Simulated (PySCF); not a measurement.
System: CH₉B₂NSi, SMILES BCBN[SiH3].

Vertical TDDFT excitations, PBE0/def2-SVPD, PySCF, at a GFN2-xTB geometry (no frequency check), gas phase.

### What does its absorption spectrum look like?

The lowest singlet lies at 5.55 eV (223 nm, f = 0.087); the brightest of the first 6 is S1 at 5.55 eV (223 nm), f = 0.087, mainly HOMO → LUMO (76 %). No singlet lies below 3.1 eV (beyond 400 nm), so at this level no vertical transition falls in the visible.


| state | E (eV) | λ (nm) | f | main character |
| --- | --- | --- | --- | --- |
| S1 | 5.55 | 223 | 0.087 | HOMO → LUMO (76 %) |
| S2 | 5.71 | 217 | 0.001 | HOMO−2 → LUMO (53 %) |
| S3 | 6.15 | 202 | 0.023 | HOMO−1 → LUMO (42 %) |
| S4 | 6.84 | 181 | 0.039 | HOMO−3 → LUMO (49 %) |
| S5 | 7.06 | 176 | 0.021 | HOMO → LUMO+1 (94 %) |
| S6 | 7.41 | 167 | 0.031 | HOMO−3 → LUMO (28 %) |

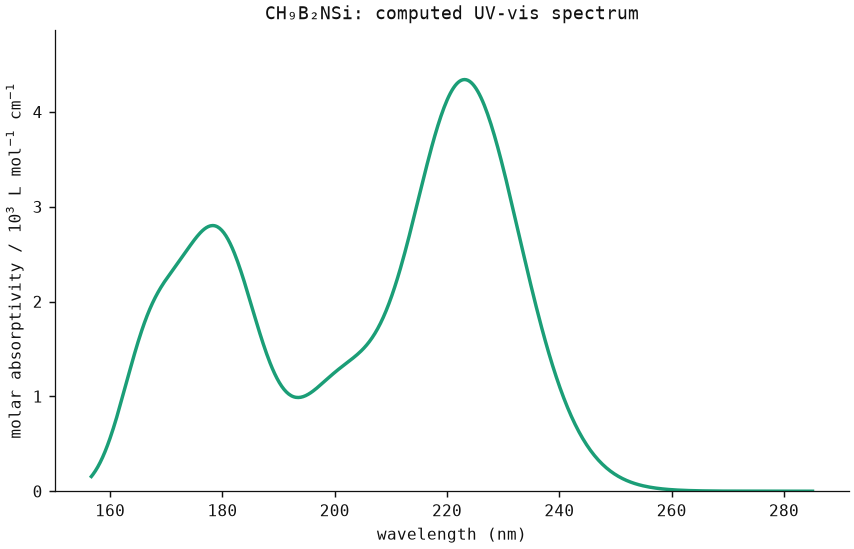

Only the first 6 singlet excitations are included; each is broadened by a Gaussian of 1/e half-width 0.33 eV.

Known limits of this run: the tight-binding geometry is rougher than a DFT one and adds to the error; one conformer of a flexible molecule; core orbitals are frozen in the response.
